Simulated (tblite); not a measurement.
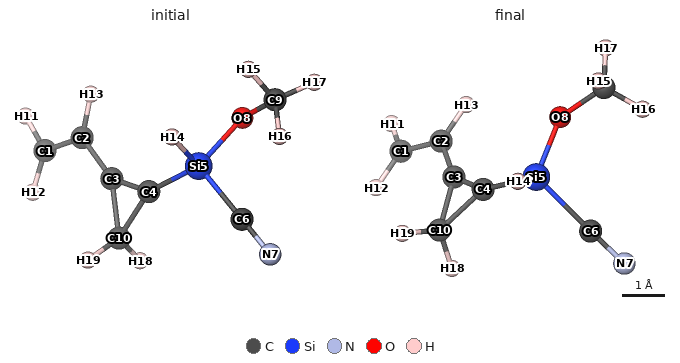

The structure of C₇H₉NOSi before (left) and after (right) a relaxation, at one scale.

Style: ball-and-stick. Shown from a free direction.

Level of theory: GFN2-xTB geometry optimisation, gas phase in tblite. 

Q: Describe what moved and what it gained.

A: H17 moves most after the best rigid fit: 1.46 Å. By element the largest moves are H 1.46 Å, N 1.22 Å, O 0.79 Å, C 0.71 Å, Si 0.37 Å. Near-neighbour distances that change, for instance: Si5–O8 1.741 → 1.619 Å, Si5–C6 1.798 → 1.879 Å, C2–C3 1.472 → 1.416 Å, C10–H18 1.114 → 1.085 Å. Bond angles that change, for instance: Si5–O8–C9 104.1° → 130.6°, O8–Si5–H14 104.9° → 113.5°, Si5–C4–C10 150.6° → 142.5°. Groups turn about C4–Si5 by about 55°, O8–C9 by about 25°. After 194 geometry steps the energy has fallen by 95.3 kJ/mol.
